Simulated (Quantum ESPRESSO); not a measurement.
# CrSBr: where do free moments turn?

Wanted: energies and final angles of several spin textures of CrSBr

Method: LDA with U = 3.5 eV on Cr d (ortho-atomic projectors); plane waves with GBRV 1.5 LDA potentials, no spin-orbit coupling, in Quantum ESPRESSO 7.5.

## 1. Starting point

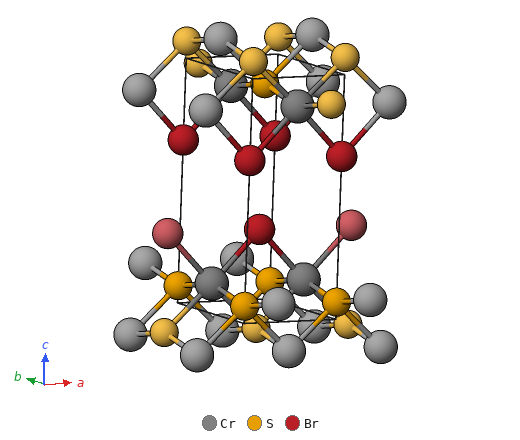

The starting structure, seen slightly off an axis (chromium grey, sulfur orange, bromine red). Some periodic images of atoms are drawn too.

The cell comes from Materials Project 2023-11-01, a database of computed structures, and need not be the stable phase.

## 2. Start 1: collinear parallel

pw.in

```
&CONTROL
  calculation = 'scf'
  prefix = 'pwscf'
  outdir = './tmp'
  pseudo_dir = './pseudo'
  disk_io = 'nowf'
/
&SYSTEM
  ibrav = 0
  nat = 6
  ntyp = 3
  ecutwfc = 34
  ecutrho = 238
  nbnd = 74
  occupations = 'smearing'
  smearing = 'fd'
  degauss = 0.00999582
  noncolin = .true.
  starting_magnetization(1) = 0.2143
  angle1(1) = 0
  angle2(1) = 0
  starting_magnetization(2) = 0
  starting_magnetization(3) = 0
  nosym = .true.
/
&ELECTRONS
  conv_thr = 1.2d-08
  electron_maxstep = 150
  mixing_beta = 0.3
/
ATOMIC_SPECIES
Cr     51.9961 cr_lda_v1.5.uspp.F.UPF
S      32.0600 s_lda_v1.4.uspp.F.UPF
Br     79.9040 br_lda_v1.4.uspp.F.UPF
CELL_PARAMETERS angstrom
   3.5404561400    0.0000000000    0.0000000000
   0.0000000000    4.7554718500    0.0000000000
   0.0000000000    0.0000000000    8.3940423500
ATOMIC_POSITIONS crystal
Cr      0.5000000000    0.0000000000    0.8787434000
Cr      0.0000000000    0.5000000000    0.1212566000
S       0.5000000000    0.5000000000    0.9295014300
S       0.0000000000    0.0000000000    0.0704985700
Br      0.0000000000    0.0000000000    0.6659578600
Br      0.5000000000    0.5000000000    0.3340421400
K_POINTS automatic
4 3 2 0 0 0
HUBBARD {ortho-atomic}
U Cr-3d 3.5000
```

Started as:

```console
$ OMP_NUM_THREADS=1 mpirun -n 4 pw.x -nk 2 -in pw.in > pw.out
```

The log of the run:

```text
Program PWSCF v.7.5 starts

     K-points division:     npool     =       2
     R & G space division:  proc/nbgrp/npool/nimage =       2
     Subspace diagonalization in iterative solution of the eigenvalue problem:

     Parallelization info
     --------------------
     sticks:   dense  smooth     PW     G-vecs:    dense   smooth      PW
     Min         570     324     99                29584    12752    2107
     Max         571     325    100                29585    12755    2108
     Sum        1141     649    199                59169    25507    4215

     Using Slab Decomposition

     bravais-lattice index     =            0
     lattice parameter (alat)  =       6.6905  a.u.
     unit-cell volume          =     953.7193 (a.u.)^3
     number of atoms/cell      =            6
     number of atomic types    =            3
     number of electrons       =        54.00
     number of Kohn-Sham states=           74
     kinetic-energy cutoff     =      34.0000  Ry
     charge density cutoff     =     238.0000  Ry
     scf convergence threshold =      1.2E-08
     mixing beta               =       0.3000
     number of iterations used =            8  plain     mixing
     Exchange-correlation=  SLA  PZ   NOGX NOGC
                           (   1   1   0   0   0   0   0)
     Noncollinear calculation without spin-orbit

     Hubbard projectors: ortho-atomic
     Hubbard parameters of DFT+U (Dudarev formulation) in eV:
     U(Cr-3d) =  3.5000

     Internal variables: lda_plus_u =T, lda_plus_u_kind = 0

     Internal variables: orbital_resolved =F, hub_pot_fix =F, apply_U = F

     celldm(1)=   6.690492  celldm(2)=   0.000000  celldm(3)=   0.000000
     celldm(4)=   0.000000  celldm(5)=   0.000000  celldm(6)=   0.000000

     crystal axes: (cart. coord. in units of alat)
               a(1) = (   1.000000   0.000000   0.000000 )
               a(2) = (   0.000000   1.343181   0.000000 )
               a(3) = (   0.000000   0.000000   2.370893 )

     reciprocal axes: (cart. coord. in units 2 pi/alat)
               b(1) = (  1.000000  0.000000  0.000000 )
               b(2) = (  0.000000  0.744502  0.000000 )
               b(3) = (  0.000000  0.000000  0.421782 )

     PseudoPot. # 1 for Cr read from file:
     cr_lda_v1.5.uspp.F.UPF
     Pseudo is Ultrasoft + core correction, Zval = 14.0

     PseudoPot. # 2 for S  read from file:
     s_lda_v1.4.uspp.F.UPF
     Pseudo is Ultrasoft + core correction, Zval =  6.0

     PseudoPot. # 3 for Br read from file:
     br_lda_v1.4.uspp.F.UPF
     Pseudo is Ultrasoft + core correction, Zval =  7.0

     atomic species   valence    mass     pseudopotential
     Cr               14.00    51.99610     Cr( 1.00)
     S                 6.00    32.06000     S ( 1.00)
     Br                7.00    79.90400     Br( 1.00)

     No symmetry found

   Cartesian axes

     site n.     atom                  positions (alat units)
         1        Cr     tau(   1) = (   0.5000000   0.0000000   2.0834065  )
         2        Cr     tau(   2) = (   0.0000000   0.6715903   0.2874864  )
         3        S      tau(   3) = (   0.5000000   0.6715903   2.2037483  )
         4        S      tau(   4) = (   0.0000000   0.0000000   0.1671446  )
         5        Br     tau(   5) = (   0.0000000   0.0000000   1.5789148  )
         6        Br     tau(   6) = (   0.5000000   0.6715903   0.7919781  )

     number of k points=    24  Fermi-Dirac smearing, width (Ry)=  0.0100
                       cart. coord. in units 2pi/alat
        k(    1) = (   0.0000000   0.0000000   0.0000000), wk =   0.0416667
        k(    2) = (   0.0000000   0.0000000  -0.2108910), wk =   0.0416667
        k(    3) = (   0.0000000   0.2481672   0.0000000), wk =   0.0416667
        k(    4) = (   0.0000000   0.2481672  -0.2108910), wk =   0.0416667
        k(    5) = (   0.0000000  -0.2481672   0.0000000), wk =   0.0416667
        [... 19 further k-points ...]

     Dense  grid:    59169 G-vectors     FFT dimensions: (  36,  45,  80)

     Smooth grid:    25507 G-vectors     FFT dimensions: (  25,  36,  60)

     Check: negative core charge=   -0.000005
     Generating pointlists ...
     new r_m :   0.2788 (alat units)  1.8651 (a.u.) for type    1
     new r_m :   0.2788 (alat units)  1.8651 (a.u.) for type    2
     new r_m :   0.2930 (alat units)  1.9603 (a.u.) for type    3

     Initial potential from superposition of free atoms

     starting charge      51.9999, renormalised to      54.0000

     negative rho (up, down):  1.160E-03 0.000E+00

     STARTING HUBBARD OCCUPATIONS:

     ================= HUBBARD OCCUPATIONS ================
     ------------------------ ATOM    1 ------------------------
     Tr[ns(  1)] (up, down, total) =   3.40000  0.00000  3.40000
     [... lines left out ...]
     Atomic magnetic moment mx, my, mz =     0.000000    0.000000    3.400000
     ------------------------ ATOM    2 ------------------------
     Tr[ns(  2)] (up, down, total) =   3.40000  0.00000  3.40000
     [... lines left out ...]
     Atomic magnetic moment mx, my, mz =     0.000000    0.000000    3.400000

     Number of occupied Hubbard levels =    6.8000

[...]
------------------------ ATOM    2 ------------------------
     Tr[ns(  2)] (up, down, total) =   3.61395  0.39680  4.01076
     [... lines left out ...]
     Atomic magnetic moment mx, my, mz =    -0.000023   -0.000069    3.217148

     Number of occupied Hubbard levels =    8.0216

     negative rho (up, down):  1.234E-03 0.000E+00

     total energy              =    -492.00329028 Ry
     estimated scf accuracy    <       1.14130931 Ry

     total magnetization       =    -0.00    -0.00     6.00 Bohr mag/cell
     absolute magnetization    =     6.93 Bohr mag/cell

     iteration #  2     ecut=    34.00 Ry     beta= 0.30
     Davidson diagonalization with overlap
     ethr =  2.11E-03,  avg # of iterations =  2.1

     negative rho (up, down):  1.107E-03 0.000E+00

     total energy              =    -492.23356450 Ry
     estimated scf accuracy    <       0.09677641 Ry

     total magnetization       =    -0.00    -0.00     6.08 Bohr mag/cell
     absolute magnetization    =     7.19 Bohr mag/cell

     [... further iterations left out ...]

     iteration # 13     ecut=    34.00 Ry     beta= 0.30
     Davidson diagonalization with overlap
     ethr =  3.39E-10,  avg # of iterations =  2.0

     negative rho (up, down):  7.716E-04 0.000E+00

     total energy              =    -492.25510824 Ry
     estimated scf accuracy    <       0.00000001 Ry

     total magnetization       =    -0.00    -0.00     6.01 Bohr mag/cell
     absolute magnetization    =     7.31 Bohr mag/cell

     iteration # 14     ecut=    34.00 Ry     beta= 0.30
     Davidson diagonalization with overlap
     ethr =  2.28E-11,  avg # of iterations =  4.2

     negative rho (up, down):  7.715E-04 0.000E+00

 ==============================================================================
     atom number    1 relative position :    0.5000   0.0000   2.0834
     charge :    11.838373  (integrated on a sphere of radius 0.279)
     magnetization :         -0.000031   -0.000026    2.930174
     magnetization/charge:   -0.000003   -0.000002    0.247515
     polar coord.: r, theta, phi [deg] :     2.930174    0.000800 -139.844133

 ==============================================================================

 ==============================================================================
     atom number    2 relative position :    0.0000   0.6716   0.2875
     charge :    11.838965  (integrated on a sphere of radius 0.279)
     magnetization :         -0.000025   -0.000070    2.930340
     magnetization/charge:   -0.000002   -0.000006    0.247517
     polar coord.: r, theta, phi [deg] :     2.930340    0.001449 -109.805611

 ==============================================================================

 ==============================================================================
     atom number    3 relative position :    0.5000   0.6716   2.2037
     charge :     4.106076  (integrated on a sphere of radius 0.279)
     magnetization :          0.000002    0.000003   -0.186848
     magnetization/charge:    0.000000    0.000001   -0.045505
     polar coord.: r, theta, phi [deg] :     0.186848  179.998855   61.778849

 ==============================================================================

 ==============================================================================
     atom number    4 relative position :    0.0000   0.0000   0.1671
     charge :     4.105525  (integrated on a sphere of radius 0.279)
     magnetization :          0.000002    0.000003   -0.186847
     magnetization/charge:    0.000000    0.000001   -0.045511
     polar coord.: r, theta, phi [deg] :     0.186847  179.998964   55.817921

 ==============================================================================

 ==============================================================================
     atom number    5 relative position :    0.0000   0.0000   1.5789
     charge :     4.754741  (integrated on a sphere of radius 0.293)
     magnetization :          0.000001    0.000001   -0.053860
     magnetization/charge:    0.000000    0.000000   -0.011328
     polar coord.: r, theta, phi [deg] :     0.053860  179.999188   42.691575

 ==============================================================================

 ==============================================================================
     atom number    6 relative position :    0.5000   0.6716   0.7920
     charge :     4.754823  (integrated on a sphere of radius 0.293)
     magnetization :          0.000000    0.000001   -0.053850
     magnetization/charge:    0.000000    0.000000   -0.011325
     polar coord.: r, theta, phi [deg] :     0.053850  179.998639   68.067620

 ==============================================================================

     End of self-consistent calculation

     ================= HUBBARD OCCUPATIONS ================
     ------------------------ ATOM    1 ------------------------
     Tr[ns(  1)] (up, down, total) =   3.85614  0.53522  4.39136
     [... lines left out ...]
     Atomic magnetic moment mx, my, mz =    -0.000035   -0.000030    3.320913
     ------------------------ ATOM    2 ------------------------
     Tr[ns(  2)] (up, down, total) =   3.85613  0.53523  4.39136
     [... lines left out ...]
     Atomic magnetic moment mx, my, mz =    -0.000028   -0.000079    3.320908

     Number of occupied Hubbard levels =    8.7827
     [... lines left out ...]
     the Fermi energy is     5.1391 ev

!    total energy              =    -492.25510829 Ry
     estimated scf accuracy    <          5.5E-09 Ry
     smearing contrib. (-TS)   =      -0.00230056 Ry
     internal energy E=F+TS    =    -492.25280772 Ry

     The total energy is F=E-TS. E is the sum of the following terms:
     one-electron contribution =    -396.41563647 Ry
     hartree contribution      =     213.22143277 Ry
     xc contribution           =    -112.98583336 Ry
     ewald contribution        =    -196.33329427 Ry
     Hubbard energy            =       0.26052360 Ry

     total magnetization       =    -0.00    -0.00     6.01 Bohr mag/cell
     absolute magnetization    =     7.31 Bohr mag/cell

     convergence has been achieved in  14 iterations

=------------------------------------------------------------------------------=
   JOB DONE.
=------------------------------------------------------------------------------=
```

Wall time 84 s (4 MPI ranks of Arm Neoverse V2, shared host); peak memory 0.73 GiB.

Spin moment in the atom's sphere by atom:

| atom | x (μB) | y (μB) | z (μB) | size |
| --- | --- | --- | --- | --- |
| Cr1 | 0.00 | 0.00 | 2.93 | 2.93 |
| Cr2 | 0.00 | 0.00 | 2.93 | 2.93 |
| S3 | 0.00 | 0.00 | -0.19 | 0.19 |
| S4 | 0.00 | 0.00 | -0.19 | 0.19 |
| Br5 | 0.00 | 0.00 | -0.05 | 0.05 |
| Br6 | 0.00 | 0.00 | -0.05 | 0.05 |

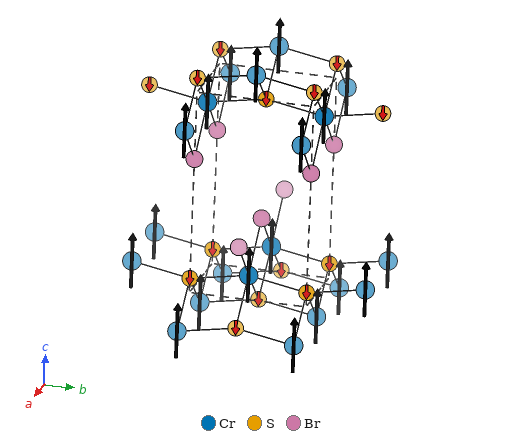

Spin moment in the atom's sphere as arrows, the longest 2.93 μB. Each arrow also spans its atom, so small moments look longer than they are. The two directions have two colours. Some periodic images of atoms are drawn too.

This step gave:

- smearing term TS: 0.03130 eV
- magnetization: 0, 0, 6.013 μB
- absolute magnetization: 7.312 μB
- final state: ferromagnetic

## 3. Start 2: two sublattices 60 degrees apart

pw.in, as its differences from that of step 2:

```diff
@@ -10,3 +10,3 @@
   nat = 6
-  ntyp = 3
+  ntyp = 4
   ecutwfc = 34
@@ -19,6 +19,9 @@
   starting_magnetization(1) = 0.2143
-  angle1(1) = 0
+  angle1(1) = 90
   angle2(1) = 0
-  starting_magnetization(2) = 0
+  starting_magnetization(2) = 0.2143
+  angle1(2) = 90
+  angle2(2) = 60
   starting_magnetization(3) = 0
+  starting_magnetization(4) = 0
   nosym = .true.
@@ -31,3 +34,4 @@
 ATOMIC_SPECIES
-Cr     51.9961 cr_lda_v1.5.uspp.F.UPF
+Cr1    51.9961 cr_lda_v1.5.uspp.F.UPF
+Cr2    51.9961 cr_lda_v1.5.uspp.F.UPF
 S      32.0600 s_lda_v1.4.uspp.F.UPF
@@ -39,4 +43,4 @@
 ATOMIC_POSITIONS crystal
-Cr      0.5000000000    0.0000000000    0.8787434000
-Cr      0.0000000000    0.5000000000    0.1212566000
+Cr1     0.5000000000    0.0000000000    0.8787434000
+Cr2     0.0000000000    0.5000000000    0.1212566000
 S       0.5000000000    0.5000000000    0.9295014300
@@ -48,2 +52,3 @@
 HUBBARD {ortho-atomic}
-U Cr-3d 3.5000
+U Cr1-3d 3.5000
+U Cr2-3d 3.5000
```

The log of the run:

```text
     [... lines left out ...]
Program PWSCF v.7.5 starts
     [... lines left out ...]
     number of atoms/cell      =            6
     [... lines left out ...]
     number of electrons       =        54.00
     number of Kohn-Sham states=           74
     kinetic-energy cutoff     =      34.0000  Ry
     charge density cutoff     =     238.0000  Ry
     scf convergence threshold =      1.2E-08
     [... lines left out ...]
     Noncollinear calculation without spin-orbit
     [... lines left out ...]
     No symmetry found
     [... lines left out ...]
     number of k points=    24  Fermi-Dirac smearing, width (Ry)=  0.0100
     [... lines left out ...]
     iteration # 45     ecut=    34.00 Ry     beta= 0.30
     [... lines left out ...]
     atom number    1 relative position :    0.5000   0.0000   2.0834
     [... lines left out ...]
     magnetization :          2.539701    1.461235   -0.000002
     [... lines left out ...]
     atom number    2 relative position :    0.0000   0.6716   0.2875
[...]
magnetization :          2.535145    1.469472   -0.000000
[...]
atom number    3 relative position :    0.5000   0.6716   2.2037
[...]
magnetization :         -0.161702   -0.093451    0.000000
     [... lines left out ...]
     atom number    4 relative position :    0.0000   0.0000   0.1671
     [... lines left out ...]
     magnetization :         -0.161760   -0.093348    0.000000
     [... lines left out ...]
     atom number    5 relative position :    0.0000   0.0000   1.5789
     [... lines left out ...]
     magnetization :         -0.046659   -0.026856    0.000000
     [... lines left out ...]
     atom number    6 relative position :    0.5000   0.6716   0.7920
     [... lines left out ...]
     magnetization :         -0.046573   -0.026986    0.000000
     [... lines left out ...]
     Tr[ns(  1)] (up, down, total) =   2.19567  2.19568  4.39135
     [... lines left out ...]
     Tr[ns(  2)] (up, down, total) =   2.19568  2.19568  4.39135
     [... lines left out ...]
     the Fermi energy is     5.1392 ev
!    total energy              =    -492.25510827 Ry
     estimated scf accuracy    <          4.2E-09 Ry
     smearing contrib. (-TS)   =      -0.00229963 Ry
     [... lines left out ...]
     total magnetization       =     5.21     3.01    -0.00 Bohr mag/cell
     absolute magnetization    =     7.31 Bohr mag/cell
     convergence has been achieved in  45 iterations
```

It took 5.8 min on 4 MPI ranks; peak memory 0.76 GiB; 23 min of CPU time.

Spin moment in the atom's sphere by atom:

| atom | x (μB) | y (μB) | z (μB) | size |
| --- | --- | --- | --- | --- |
| Cr1 | 2.54 | 1.46 | 0.00 | 2.93 |
| Cr2 | 2.54 | 1.47 | 0.00 | 2.93 |
| S3 | -0.16 | -0.09 | 0.00 | 0.19 |
| S4 | -0.16 | -0.09 | 0.00 | 0.19 |
| Br5 | -0.05 | -0.03 | 0.00 | 0.05 |
| Br6 | -0.05 | -0.03 | 0.00 | 0.05 |

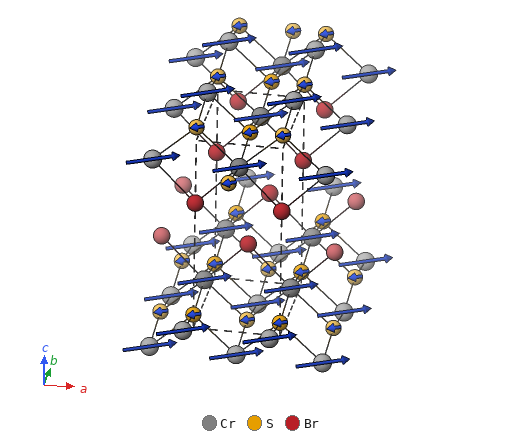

Spin moment in the atom's sphere as arrows, the longest 2.93 μB. Each arrow also spans its atom, so small moments look longer than they are. 1×2×1 cells are drawn. Some periodic images of atoms are drawn too.

Read from the output:

```yaml
smearing_term_ts: 0.03129 eV
magnetization: 5.207, 3.007, 0 μB
absolute_magnetization: 7.312 μB
final_state: ferromagnetic
```

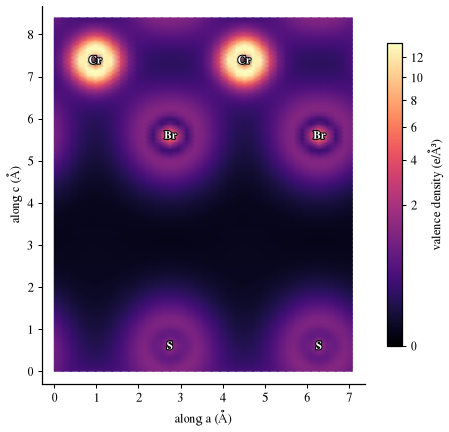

Valence density in the ac plane at fractional y = 0.000, with atoms of Cr and S and Br within 0.2 Å of it. It is the smooth field of the valence electrons, not physical close to the nuclei. The map starts off the cell's origin, so that atoms lie inside it. The colour scale is stretched toward low values.

(Part 1 of 2 ends here.)

[Logs and program files are shortened in this print: banners, set-up blocks, solver, clock and traceback lines can be left out without a mark of their own.]

[Logs are printed without paths, hosts, clocks, repeated set-up lines and the standing remarks that a program may print on its own settings, such as how far it seeks lower states.]

[Hosts, paths, dates, database ids (printed as entryN), source tags and the programs' standing remarks are cut or masked in the printed files.]

[Where a cell is said to come from a database of computed structures, the database is the Materials Project.]
